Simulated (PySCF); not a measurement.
# Running PySCF on SnS⁺

Wanted: energy and properties of SnS⁺ from PySCF.

Computed with PySCF 2.14.0. Level: method and basis as typed in the script.

8 further runs of the same task are left out: 1 for a known fault of the program, 7 that didn't finish.

## 1. Where the work starts

SnS⁺: 2 atoms, charge 1, spin multiplicity 2.

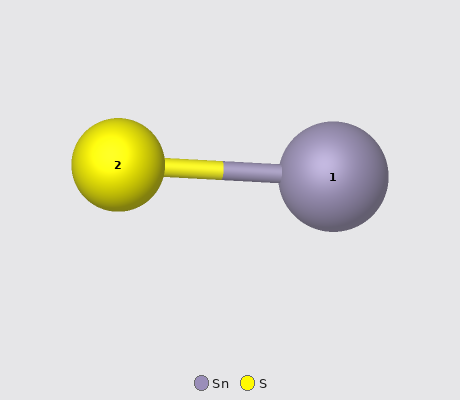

The starting geometry (tin purple, sulfur yellow); atoms are numbered from 1 in the order of the file.

## 2. The script as written

input.py reads:

```python
from pyscf import gto, scf, mp

mol = gto.M(
    atom='Sn 0 0 0; S 0 0 2.313',
    basis='cc-pcvdz',
    charge=1,
    spin=1,
    verbose=4,
)
mf = scf.UHF(mol)
mf.kernel()
mp.MP2(mf).kernel()
mf.dip_moment()
print('orbital energies (hartree):', [e[max(0, n-3):n+3].round(4) for e, n in zip(mf.mo_energy, mol.nelec)])
```

On the command line:

```
> python input.py
```

The program printed:

```text
pyscf.lib.exceptions.BasisNotFoundError: Basis set not found for Sn

During handling of the above exception, another exception occurred:

KeyError: 'Element sn (Z=50) not found in basis cc-pcvdz version 0'

During handling of the above exception, another exception occurred:

pyscf.lib.exceptions.BasisNotFoundError: Basis set not found for Sn in cc-pcvdz
```

Run time: 0.46 s. Hardware: 1 thread, shared host.

## 3. What went wrong

The run stopped before any cycle. The basis name cc-pcvdz is unknown, or holds no functions for an element of this system.

## 4. The mended script

Edit input.py of step 2 so:

```diff
@@ -4,3 +4,4 @@
     atom='Sn 0 0 0; S 0 0 2.313',
-    basis='cc-pcvdz',
+    basis='sbkjc',
+    ecp={'Sn': 'sbkjc', 'S': 'sbkjc'},
     charge=1,
```

On the command line:

```
> python input.py
```

The end of its log:

```text
[... earlier lines left out ...]
E_corr(same-spin) = -0.0100950257125988
E_corr(oppo-spin) = -0.0449416177957764

WARN: System has nonzero charge 1; the dipole moment is origin-dependent.
Location of origin: [0. 0. 0.]

Dipole moment(X, Y, Z, Debye):  0.00000,  0.00000,  0.19846
orbital energies (hartree): [array([-0.6799, -0.6282, -0.6023, -0.2417, -0.2311, -0.1207]), array([-0.7885, -0.5827, -0.5819, -0.2854, -0.2326, -0.1694])]
```

It took 0.58 s on 1 thread, shared host.

## 5. Results

```
  quantity                                                                           value
 first try          stops with BasisNotFoundError (Basis set not found for Sn in cc-pcvdz)
      edit                           basis set: cc-pcvdz → sbkjc; core potential: off → on
second try  E(SCF) = -12.933901 Eh, 12 cycles, E(MP2) − E(SCF) = -0.05504 Eh, ⟨S²⟩ = 0.769
```

What this shows: The second script converges. The bond length is a typed value, not an optimised one. The dipole of an ion depends on the origin.
